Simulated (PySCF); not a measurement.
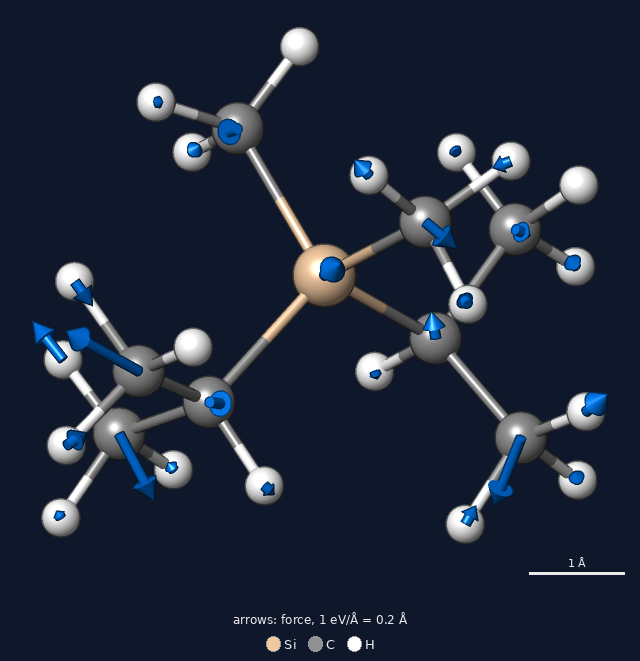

Starting geometry of C8H20Si with the computed forces as blue arrows. Style: ball-and-stick. Shown at a tilt.

The start comes from GFN2-xTB. Its atoms were then displaced at random by about 0.03 Å.

These are results of PBE0-D3(BJ)/def2-SVP geometry optimisation, gas phase in PySCF, not measurements. 

Question: Is this structure relaxed? If not, where do the atoms go?

Answer: It isn't relaxed: the largest force vector, on a C atom, is 6.07 eV/Å. The final displacements have little in common with the starting forces (cosine between the two patterns 0.15). After 14 geometry steps the energy has fallen by 24.0 kcal/mol. An H atom moves most after the best rigid fit: 0.41 Å. Largest moves by element: H 0.41 Å, C 0.31 Å, Si 0.13 Å. Some distances before and after: C–C 1.422 → 1.529 Å, C–H 1.033 → 1.103 Å, C–Si 1.955 → 1.886 Å, C–H 1.170 → 1.103 Å. Among the angles between lasting bonds that change: C–C–H 118.5° → 111.4°, Si–C–H 105.1° → 111.5°, H–C–H 101.0° → 107.3°.
